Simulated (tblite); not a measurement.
**C₂H₇OSi₂: geometry relaxation**

System: C₂H₇OSi₂, multiplicity 2, SMILES C[SiH2]C(=O)[SiH2].
Method: GFN2-xTB geometry optimisation, gas phase (tblite 0.8.0).

It belongs to a series of runs on one base structure; here: H removed from Si.

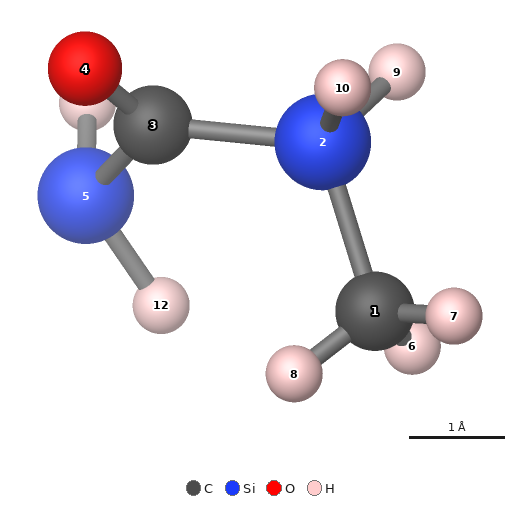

Fig. 1: The input geometry (ball-and-stick view, seen at a tilt; atoms are numbered from 1 in the order of the input).

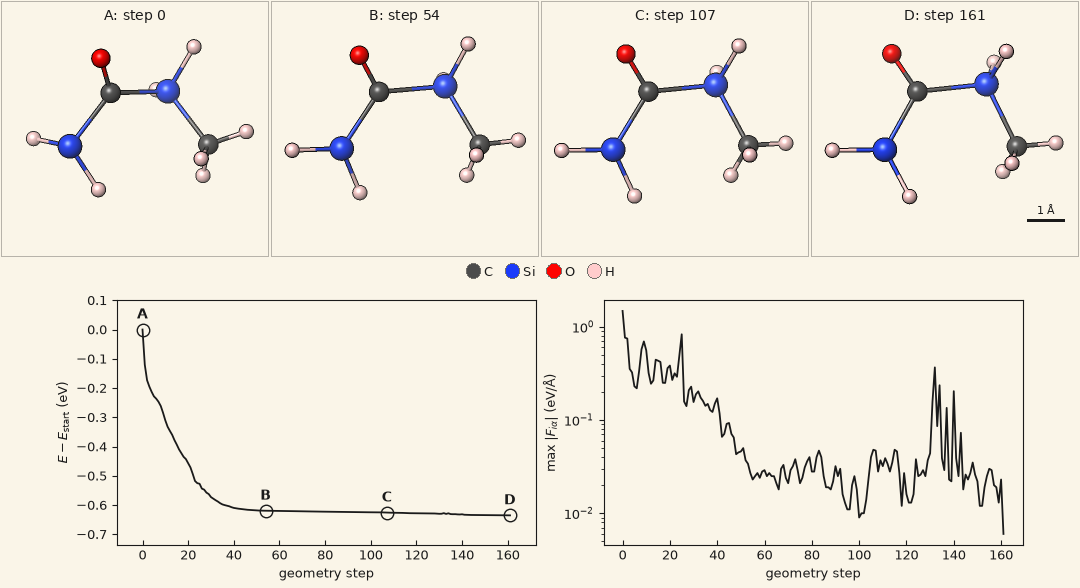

Fig. 2: Frames of the relaxation (ball-and-stick view, seen on its broad side) above the curves, on which the letters mark them (steps are counted from 0).

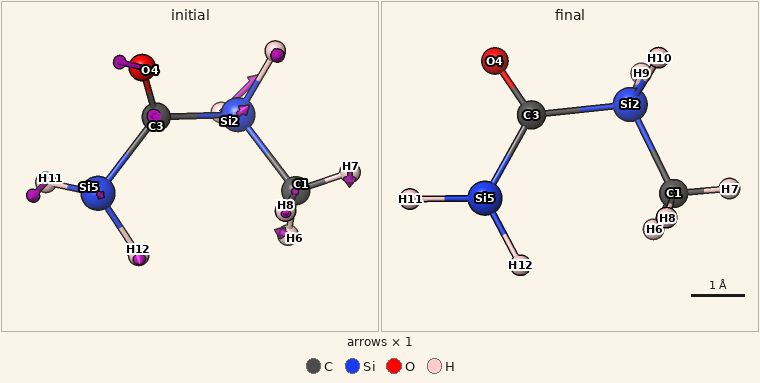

Fig. 3: Before (left) and after (right) the relaxation, at one scale (ball-and-stick view, seen on its broad side). The pink arrows give the displacements, at true length. The atom that moves furthest after the best rigid fit is O4 (1.41 Å). Largest moves by element: O 1.41 Å, H 1.24 Å, C 0.54 Å, Si 0.33 Å. Among the contacts that change: Si2–C3 1.835 → 1.924 Å, C1–Si2 1.865 → 1.899 Å, C1–H6 1.110 → 1.086 Å, C3–O4 1.227 → 1.248 Å. Among the angles that change: C3–Si5–H12 109.6° → 122.9°, C3–Si5–H11 109.9° → 120.7°, H11–Si5–H12 108.9° → 116.4°. Over 161 geometry steps the energy falls by 0.635 eV. Largest force component: 1.5 eV/Å at the start, 0.006 eV/Å at the end. (Atoms are counted from 1 in the order of the input.)

The input and output of the run follow.

### Input file
```
{"job": {"kind": "relax", "xc": "GFN2-xTB", "basis": "xTB"}, "charge": 0, "multiplicity": 2}
C     -1.635500    -0.442600    -0.361100
Si    -0.445500     0.180200     0.933400
C      1.032300     0.989300     0.205100
O      1.276100     2.153300     0.509000
Si     2.093800     0.085700    -0.994700
H     -1.463300    -1.502700    -0.642300
H     -2.644900    -0.385000     0.085000
H     -1.538300     0.150700    -1.292000
H     -0.009200    -0.935200     1.793000
H     -1.143400     1.203100     1.723900
H      3.179900    -0.582600    -0.290600
H      1.299200    -0.914800    -1.694700
```

The first line tells a small driver script what to run in tblite; the rest is the geometry in Å.

Run as:
```bash
OMP_NUM_THREADS=1 python <driver script> task.json out
```

### The program's output
```
step      E/eV     max force
  0    -415.10684    2.053
  1    -415.22736    0.917
  2    -415.28020    0.763
  3    -415.30198    0.449
  4    -415.31985    0.430
  5    -415.33525    0.295
  6    -415.34321    0.268
  7    -415.35380    0.345
  8    -415.36830    0.611
  9    -415.39152    0.751
 10    -415.41763    0.597
 11    -415.43916    0.335
 12    -415.45350    0.310
 13    -415.46690    0.373
 14    -415.48498    0.538
 15    -415.50012    0.502
 16    -415.51660    0.433
 17    -415.52947    0.261
 18    -415.54199    0.266
 19    -415.54967    0.360
 20    -415.56376    0.391
 21    -415.57814    0.368
 22    -415.60043    0.430
 23    -415.62461    0.353
 24    -415.63205    0.506
 25    -415.63411    0.842
 26    -415.65064    0.212
 27    -415.65410    0.191
 28    -415.66429    0.263
 29    -415.66930    0.280
 30    -415.67972    0.185
 31    -415.68511    0.209
 32    -415.69019    0.206
 33    -415.69481    0.238
 34    -415.70045    0.224
 35    -415.70465    0.149
 36    -415.70707    0.157
 37    -415.70889    0.140
 38    -415.71108    0.150
 39    -415.71422    0.156
 40    -415.71663    0.174
 41    -415.71807    0.121
 42    -415.71925    0.082
 43    -415.72027    0.095
 44    -415.72125    0.099
 45    -415.72219    0.104
 46    -415.72303    0.084
 47    -415.72362    0.079
 48    -415.72407    0.061
 49    -415.72455    0.057
 50    -415.72510    0.065
 51    -415.72562    0.069
 52    -415.72597    0.050
 53    -415.72614    0.035
 54    -415.72624    0.029
 55    -415.72632    0.030
 56    -415.72644    0.035
 57    -415.72659    0.041
 58    -415.72674    0.033
 59    -415.72686    0.030
 60    -415.72695    0.029
 61    -415.72705    0.026
 62    -415.72721    0.032
 63    -415.72738    0.035
 64    -415.72750    0.031
 65    -415.72758    0.029
 66    -415.72768    0.024
 67    -415.72783    0.038
 68    -415.72802    0.043
 69    -415.72818    0.033
 70    -415.72829    0.030
 71    -415.72839    0.034
 72    -415.72853    0.047
 73    -415.72869    0.044
 74    -415.72880    0.029
 75    -415.72886    0.025
 76    -415.72893    0.033
 77    -415.72905    0.046
 78    -415.72923    0.056
 79    -415.72943    0.047
 80    -415.72956    0.029
 81    -415.72963    0.030
 82    -415.72971    0.040
 83    -415.72985    0.048
 84    -415.73004    0.041
 85    -415.73020    0.027
 86    -415.73029    0.020
 87    -415.73033    0.020
 88    -415.73039    0.024
 89    -415.73048    0.027
 90    -415.73064    0.036
 91    -415.73081    0.027
 92    -415.73092    0.032
 93    -415.73098    0.018
 94    -415.73101    0.016
 95    -415.73104    0.015
 96    -415.73110    0.017
 97    -415.73122    0.031
 98    -415.73140    0.037
 99    -415.73153    0.024
100    -415.73157    0.010
101    -415.73159    0.012
102    -415.73160    0.012
103    -415.73164    0.015
104    -415.73174    0.025
105    -415.73195    0.042
106    -415.73232    0.050
107    -415.73270    0.055
108    -415.73295    0.030
109    -415.73307    0.038
110    -415.73313    0.043
111    -415.73322    0.041
112    -415.73333    0.036
113    -415.73354    0.029
114    -415.73372    0.039
115    -415.73414    0.060
116    -415.73445    0.057
117    -415.73468    0.033
118    -415.73475    0.015
119    -415.73476    0.034
120    -415.73481    0.019
121    -415.73483    0.014
122    -415.73493    0.017
123    -415.73505    0.023
124    -415.73515    0.044
125    -415.73525    0.036
126    -415.73533    0.039
127    -415.73548    0.036
128    -415.73569    0.028
129    -415.73612    0.039
130    -415.73675    0.044
131    -415.73659    0.226
132    -415.73451    0.561
133    -415.73718    0.132
134    -415.73506    0.266
135    -415.73782    0.056
136    -415.73814    0.049
137    -415.73802    0.212
138    -415.73878    0.034
139    -415.73907    0.028
140    -415.73839    0.295
141    -415.73998    0.042
142    -415.74030    0.031
143    -415.74053    0.084
144    -415.74078    0.019
145    -415.74087    0.041
146    -415.74098    0.034
147    -415.74102    0.044
148    -415.74109    0.055
149    -415.74114    0.040
150    -415.74118    0.034
151    -415.74121    0.016
152    -415.74126    0.020
153    -415.74133    0.028
154    -415.74144    0.030
155    -415.74161    0.032
156    -415.74176    0.032
157    -415.74189    0.023
158    -415.74197    0.024
159    -415.74202    0.020
160    -415.74204    0.035
161    -415.74207    0.007
```

### Trajectory as extended XYZ (Å, eV, eV/Å), 9 of the 162 frames kept, from step=0 to step=161
```
12
Properties=species:S:1:pos:R:3:forces:R:3 step=0 energy=-415.10684
C    -1.6355   -0.4426   -0.3611   -0.4070  -0.6420  -0.7800
Si   -0.4455    0.1802    0.9334   -1.3190  -0.5340   1.4800
C     1.0323    0.9893    0.2051    0.9090   1.2300  -0.4580
O     1.2761    2.1533    0.5090    0.0840   0.5260   0.4920
Si    2.0938    0.0857   -0.9947    0.5250  -0.9470  -0.5360
H    -1.4633   -1.5027   -0.6423   -0.1050   0.6860   0.2070
H    -2.6449   -0.3850    0.0850    0.4480   0.0350  -0.6850
H    -1.5383    0.1507   -1.2920   -0.4910  -0.3370   0.5770
H    -0.0092   -0.9352    1.7930    0.0410   0.0780  -0.0380
H    -1.1434    1.2031    1.7239    0.1060  -0.0520   0.0410
H     3.1799   -0.5826   -0.2906    0.2250   0.1500  -0.1350
H     1.2992   -0.9148   -1.6947   -0.0160  -0.1930  -0.1660
12
Properties=species:S:1:pos:R:3:forces:R:3 step=20 energy=-415.56376
C    -1.6862   -0.4190   -0.3836   -0.1520  -0.0730  -0.1540
Si   -0.6116    0.3186    0.9918    0.0180  -0.0610  -0.0610
C     1.0215    0.9879    0.2316    0.0290   0.1340   0.2770
O     1.5118    2.0442    0.6739    0.0880  -0.0200  -0.0900
Si    2.0372   -0.1866   -0.7839    0.3840   0.0700   0.0170
H    -1.3793   -1.4328   -0.6157    0.0550  -0.0740   0.0360
H    -2.7221   -0.4697   -0.0791   -0.1640  -0.0260   0.1170
H    -1.6683    0.1311   -1.3162    0.0870   0.1850  -0.0510
H    -0.0908   -0.8181    1.7620   -0.0560  -0.1310   0.2260
H    -1.2897    1.2488    1.8945   -0.0050   0.0430  -0.1420
H     3.4991   -0.2670   -0.7511   -0.2170   0.1050  -0.1160
H     1.3796   -1.1382   -1.6502   -0.0660  -0.1520  -0.0600
12
Properties=species:S:1:pos:R:3:forces:R:3 step=40 energy=-415.71663
C    -1.6896   -0.4206   -0.4000    0.0220  -0.0070   0.0340
Si   -0.6276    0.2530    1.0237   -0.0250   0.0160   0.1710
C     1.0993    0.8081    0.3732   -0.0100  -0.0260   0.0050
O     1.5835    1.8648    0.8216    0.0610  -0.0260  -0.0260
Si    2.1087   -0.2124   -0.8071    0.0220   0.0410  -0.0410
H    -1.3630   -1.4033   -0.7260    0.0510   0.0200  -0.0300
H    -2.7216   -0.5207   -0.0809   -0.0280   0.0170  -0.0040
H    -1.6700    0.2461   -1.2574   -0.0280  -0.0380  -0.0290
H    -0.4086   -0.7975    2.0381   -0.0240   0.0250  -0.0800
H    -1.2699    1.4054    1.6604   -0.0030  -0.0150  -0.0370
H     3.4504    0.1555   -1.2334   -0.0810  -0.0230   0.0170
H     1.5095   -1.3792   -1.4383    0.0430   0.0160   0.0190
12
Properties=species:S:1:pos:R:3:forces:R:3 step=60 energy=-415.72695
C    -1.6697   -0.4118   -0.3981   -0.0050   0.0020   0.0060
Si   -0.6443    0.2747    1.0473   -0.0030   0.0140   0.0030
C     1.0990    0.7708    0.3971    0.0120  -0.0170   0.0070
O     1.6492    1.7923    0.8546   -0.0110  -0.0020  -0.0010
Si    2.0618   -0.2057   -0.8556    0.0040  -0.0130  -0.0100
H    -1.2921   -1.3727   -0.7362   -0.0040   0.0130  -0.0080
H    -2.6997   -0.5569   -0.0880   -0.0020  -0.0290  -0.0050
H    -1.6807    0.2598   -1.2521    0.0180  -0.0010   0.0060
H    -0.4854   -0.7768    2.0641    0.0060   0.0050   0.0040
H    -1.2838    1.4495    1.6378   -0.0100   0.0150   0.0040
H     3.3763    0.2328   -1.2854   -0.0010  -0.0070  -0.0010
H     1.5706   -1.4567   -1.4115   -0.0040   0.0180  -0.0040
12
Properties=species:S:1:pos:R:3:forces:R:3 step=80 energy=-415.72956
C    -1.6406   -0.4199   -0.3962   -0.0060   0.0020   0.0070
Si   -0.6564    0.2942    1.0640    0.0020   0.0000  -0.0050
C     1.0958    0.7563    0.4160    0.0070   0.0060  -0.0280
O     1.6679    1.7641    0.8772    0.0170  -0.0100   0.0140
Si    2.0332   -0.2190   -0.8592    0.0190   0.0010  -0.0070
H    -1.2019   -1.3421   -0.7659    0.0020  -0.0020   0.0040
H    -2.6589   -0.6422   -0.0952   -0.0160  -0.0120   0.0020
H    -1.6914    0.2771   -1.2283    0.0000  -0.0020   0.0010
H    -0.5141   -0.7270    2.1134   -0.0060   0.0020  -0.0040
H    -1.3056    1.4861    1.6110    0.0000  -0.0030  -0.0050
H     3.3563    0.2006   -1.2829   -0.0050   0.0040   0.0070
H     1.5168   -1.4288   -1.4800   -0.0140   0.0140   0.0150
12
Properties=species:S:1:pos:R:3:forces:R:3 step=101 energy=-415.73159
C    -1.6349   -0.4416   -0.3952   -0.0010  -0.0010   0.0030
Si   -0.6584    0.3170    1.0474    0.0000   0.0010   0.0000
C     1.1150    0.7520    0.4346   -0.0030  -0.0030   0.0010
O     1.7163    1.7060    0.9672    0.0010  -0.0020  -0.0060
Si    2.0279   -0.1988   -0.8748   -0.0010  -0.0010  -0.0030
H    -1.1581   -1.3373   -0.7822   -0.0010  -0.0040   0.0070
H    -2.6325   -0.7196   -0.0710   -0.0030   0.0020   0.0000
H    -1.7436    0.2561   -1.2209    0.0030  -0.0020  -0.0010
H    -0.5364   -0.6668    2.1339   -0.0090  -0.0020   0.0030
H    -1.3161    1.5265    1.5442    0.0040   0.0030   0.0010
H     3.3700    0.1698   -1.2833    0.0090   0.0060   0.0040
H     1.4520   -1.3640   -1.5259    0.0020   0.0030  -0.0100
12
Properties=species:S:1:pos:R:3:forces:R:3 step=121 energy=-415.73483
C    -1.6448   -0.4958   -0.3636    0.0030  -0.0010  -0.0020
Si   -0.6727    0.3539    1.0297   -0.0010   0.0030   0.0020
C     1.1334    0.6889    0.4576    0.0010   0.0020   0.0010
O     1.7925    1.5364    1.0955   -0.0040  -0.0080   0.0000
Si    2.0332   -0.1672   -0.9232   -0.0020   0.0100   0.0000
H    -1.1524   -1.3981   -0.7143    0.0030  -0.0050   0.0050
H    -2.6313   -0.7808   -0.0121    0.0020   0.0060  -0.0010
H    -1.7830    0.1587   -1.2195    0.0130  -0.0020  -0.0040
H    -0.6219   -0.5253    2.2066   -0.0010   0.0000   0.0020
H    -1.2947    1.6286    1.3960   -0.0050  -0.0030   0.0010
H     3.4144    0.1777   -1.2032   -0.0020  -0.0040  -0.0060
H     1.4284   -1.1776   -1.7755   -0.0080   0.0010   0.0020
12
Properties=species:S:1:pos:R:3:forces:R:3 step=141 energy=-415.73998
C    -1.5912   -0.6058   -0.3137    0.0040   0.0090   0.0040
Si   -0.6892    0.4128    1.0117   -0.0070  -0.0040  -0.0010
C     1.1706    0.5735    0.5486   -0.0130  -0.0100  -0.0390
O     1.9142    1.1543    1.3651    0.0220   0.0120   0.0280
Si    1.9759   -0.0437   -1.0075    0.0150   0.0080   0.0140
H    -1.1068   -1.5592   -0.5017    0.0080  -0.0140   0.0080
H    -2.6077   -0.8151    0.0024   -0.0080   0.0040   0.0040
H    -1.6511   -0.0736   -1.2581    0.0090   0.0030  -0.0180
H    -0.7884   -0.2371    2.3223   -0.0010  -0.0100   0.0060
H    -1.2688    1.7582    1.0938   -0.0080   0.0110   0.0070
H     3.4008    0.1387   -1.2149   -0.0110   0.0000  -0.0050
H     1.2428   -0.7036   -2.0741   -0.0090  -0.0100  -0.0060
12
Properties=species:S:1:pos:R:3:forces:R:3 step=161 energy=-415.74207
C    -1.5833   -0.5881   -0.3275    0.0030   0.0030   0.0020
Si   -0.6860    0.3948    1.0275    0.0000  -0.0030   0.0000
C     1.1651    0.5976    0.5433    0.0020  -0.0020  -0.0060
O     1.9014    1.2200    1.3361   -0.0010   0.0020   0.0050
Si    1.9670   -0.0472   -1.0031    0.0020  -0.0010  -0.0020
H    -1.1602   -1.5799   -0.4589   -0.0010   0.0030   0.0000
H    -2.6294   -0.7139   -0.0679    0.0000  -0.0010  -0.0010
H    -1.5464   -0.0822   -1.2882    0.0000  -0.0030   0.0010
H    -0.7627   -0.3128    2.3107   -0.0010  -0.0010   0.0000
H    -1.2834    1.7270    1.1736   -0.0020   0.0020   0.0010
H     3.3792    0.1745   -1.2529   -0.0010   0.0000   0.0010
H     1.2400   -0.7906   -2.0186   -0.0010  -0.0010  -0.0010
```

### Results in brief

- outcome: converged
- total energy: −415.7421 eV
- hardware: 1 CPU thread, shared host
- wall time: 0.68 s
- peak memory: 0.18 GiB
